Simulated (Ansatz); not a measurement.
**GaH5N2O···HCl: density, localisation and related maps**

Input file:

```
crystal:
  periodic: [false, false, false]
  atoms:
    - { symbol: Ga, position_ang: [0.0, 0.0, 0.0] }
    - { symbol: O, position_ang: [0.0, 0.0, 2.14] }
    - { symbol: H, position_ang: [-0.9095, -0.2814, 2.4771] }
    - { symbol: "N", position_ang: [1.6714, 0.0, -0.965] }
    - { symbol: H, position_ang: [2.138, -0.9179, -1.2168] }
    - { symbol: H, position_ang: [2.1227, 0.9179, -1.2432] }
    - { symbol: "N", position_ang: [-1.6714, 0.0, -0.965] }
    - { symbol: H, position_ang: [-2.3403, -0.8164, -0.8664] }
    - { symbol: H, position_ang: [-1.9204, 0.8164, -1.5936] }
    - { symbol: Cl, position_ang: [0.1138, 2.4077, 0.8009] }
    - { symbol: H, position_ang: [0.0599, 1.267, 1.9489] }
basis:
  gaussian: { orbitals: def2-SVP }
hamiltonian:
  xc: revpbe
relax:
  f_tol: 0.15
  max_steps: 25
  restrain:
    - { distance: [0, 9], at: 3.44, k: 30.0 }
    - { distance: [10, 1], at: 2.21, k: 30.0 }
    - { distance: [0, 1], at: 1.79, k: 30.0 }
    - { distance: [10, 9], at: 1.37, k: 30.0 }
output:
  orbitals: {}
```

Run with:

```sh
ansatz run input.yaml --threads 4 --pin off --max-ram 5120MiB --backend cpu --events-out ev --progress --plain --runs-dir out
```

The fields are those of the run's last geometry, not of the input's.

Not at a stationary point (largest force 0.8 eV/Å).

Theory: RKS revPBE/def2-SVP (Ansatz 0.2.0).

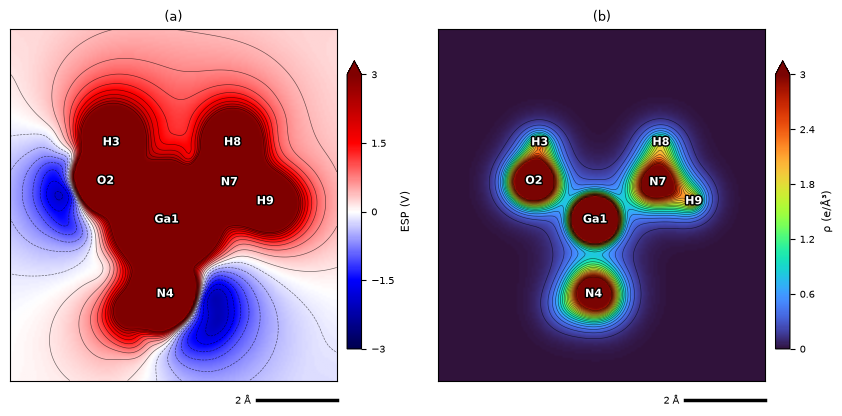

Figure 1. (a) molecular electrostatic potential; (b) electron density on the plane of atoms Ga1, O2 and H3.

Describe what can be read from this map.

Answer.
- Atoms in the plane: Ga, O, H and N.
- Ga–O (1.81 Å): the density is about 0.81 e/Å³ at the midpoint.
- Ga–N (1.83 Å): ρ at the midpoint is about 0.88 e/Å³.
- O–H (0.98 Å): ρ is about 3.5 e/Å³ halfway.
- N–H (1.02 Å): ρ at the midpoint is about 2.7 e/Å³.
- Outside the dense part of the complex the potential is most negative (−2.1 V) near N4.

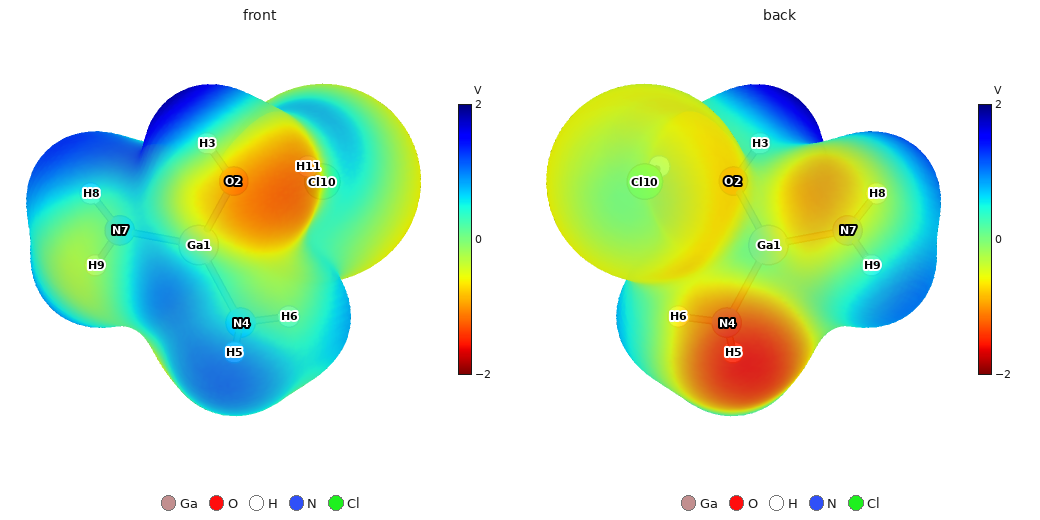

Figure 2. The molecular electrostatic potential painted on the density surface at 0.001 e/bohr³, seen from the front and from behind; red is negative and blue positive.

Which sites attract a positive test charge, and which a negative one?

Answer. A positive charge is drawn to the negative regions and a negative charge to the positive ones. The most negative region (about −1.5 V) lies over N4, the most positive (about +1.8 V) over H3. N4 is the likeliest acceptor of a hydrogen bond.

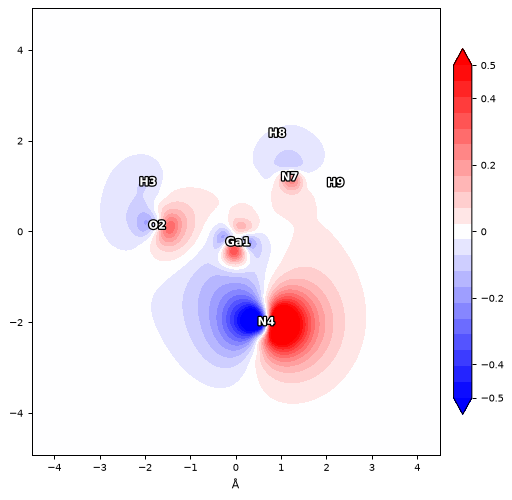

Figure 3. The HOMO on the plane of atoms N4, Ga1 and N7 (values in Å⁻³ᐟ²; the overall sign is arbitrary).

Where does this orbital lie, and at what energy?

Answer. It lies mainly on N4 (about 50 %), N7 (about 25 %) and Ga1 (about 10 %); largely a combination of lone pairs on N4 and N7. Its energy is −5.47 eV.
